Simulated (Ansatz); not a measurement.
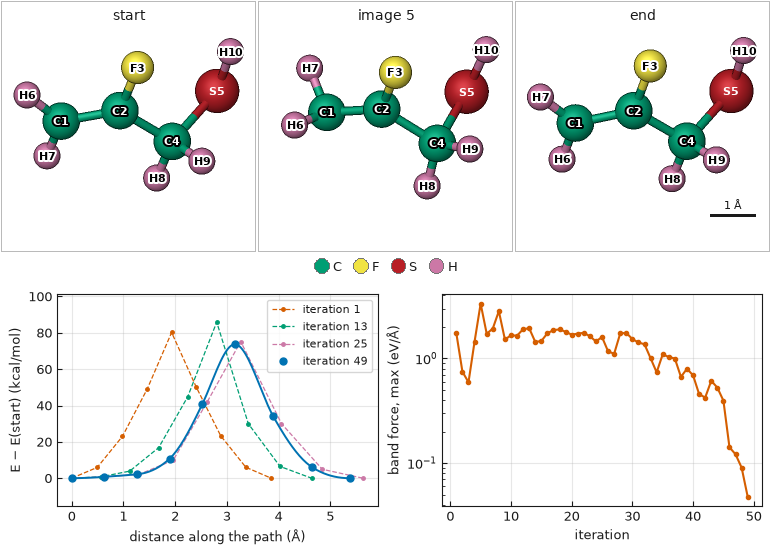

A nudged-elastic-band calculation for C$_{3}$H$_{5}$FS. Images are numbered from 0 (start) to 8 (end). The plot follows the band through its iterations. Style: ball-and-stick. Shown at a tilt.

Method: RKS PBE-D4/def2-SVP in Ansatz 0.2.0. Run with 7 movable images; climbing image; force threshold 0.05 eV/Å; iteration limit 60; spring constant 50.0 eV/Å²; starting path by image-dependent pair potential.

**Did the band converge, and can the barrier be trusted?**

The run is converged, with reservations. The band converged in 49 iterations. The largest component of the band force went from 1.7 to 0.048 eV/Å. The climbing image converged on the top of the path. Its curvatures weren't checked. The spring constant is far from the usual few eV/Å², which spoils the spacing or the steps. The first iteration put the highest image at 80.2 kcal/mol. The two ends have the same energy, and the highest point, image 5, lies 73.7 kcal/mol above the start.
